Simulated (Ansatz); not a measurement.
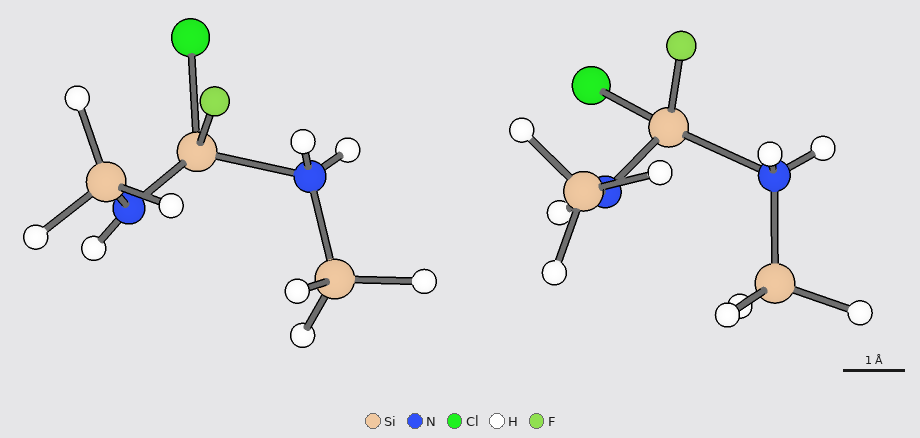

Two geometries of Si3N2H9ClF (multiplicity 2) (started from a transition state, displaced along its imaginary mode), drawn at one scale. One is the start of a relaxation, the other its converged end. The picture is a ball-and-stick view, seen at a tilt.

These are results of UKS PBE0-D4/def2-TZVP (Ansatz), not measurements. Set-up: force threshold 0.005 eV/Å; at most 200 steps.

Q: Which one is relaxed?

A: The right one is the relaxed one. The Cl atom moves most after the best rigid fit: 1.45 Å. By element the largest moves are Cl 1.45 Å, F 1.23 Å, H 1.14 Å, N 0.61 Å, Si 0.45 Å. Among the contacts that change: F–Si 2.410 → 3.351 Å, N–Si 1.951 → 2.210 Å, F–Si 1.844 → 1.616 Å, H–N 0.961 → 1.017 Å. Bond angles that change, for instance: N–Si–Cl 109.4° → 162.8°, N–Si–Cl 132.9° → 102.3°, N–Si–F 83.7° → 108.0°. Groups turn about N–Si by about 40°. The energy falls by 23.2 kcal/mol in 33 geometry steps. The largest force component goes from 2.7 to 0.0026 eV/Å.
